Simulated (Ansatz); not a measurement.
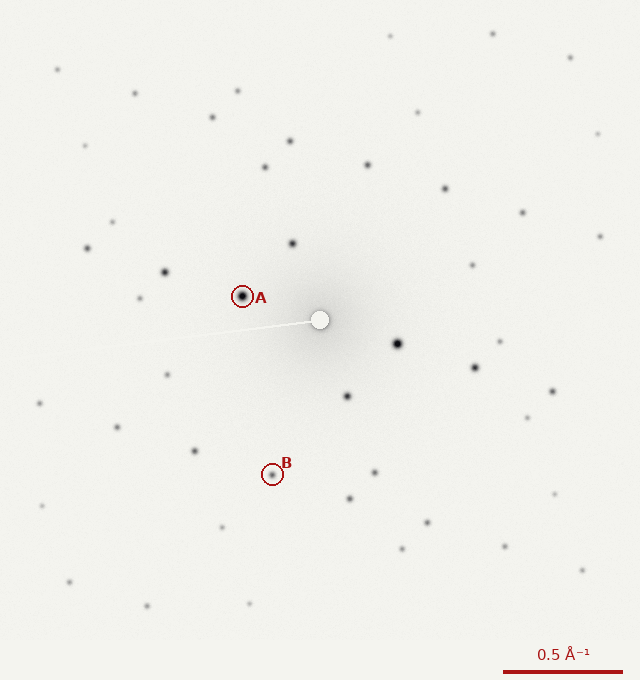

Computed electron diffraction pattern, 120 kV, single scattering only, B = 0.5 Å². Two individuals of a reflection twin are superposed (a geometric construction: whether this twin forms is not tested; the second individual is smaller and so fainter). Crystal: PbC2, space group I4/mmm (No. 139), a = 4.13 Å, c = 6.75 Å, zone axis [221]. Structure: the end point of a relaxation with DFT PBE, scalar-relativistic, plane waves, PAW (Ansatz 0.2.0); the starting structure was generated, so it need not be a known form of this composition.

In the first individual spot A is -1 1 0 and spot B is -1 -1 4.

**On which plane is the crystal twinned?**

(10-2). The spot positions of the combined pattern are mirror-symmetric about the row through 2 0 -4 (d = 1.307 Å), which both individuals share, while a single individual has only symmetry 2mm without that mirror line. Friedel's law adds the mirror line at right angles, so a twin on (3-54) would give the same picture; the more widely spaced plane was used.

**Which other reflections coincide?**

Off the common row, 3 -5 4 and their kin fall on spots of the second individual; about 12 % of the first individual's visible spots are shared.
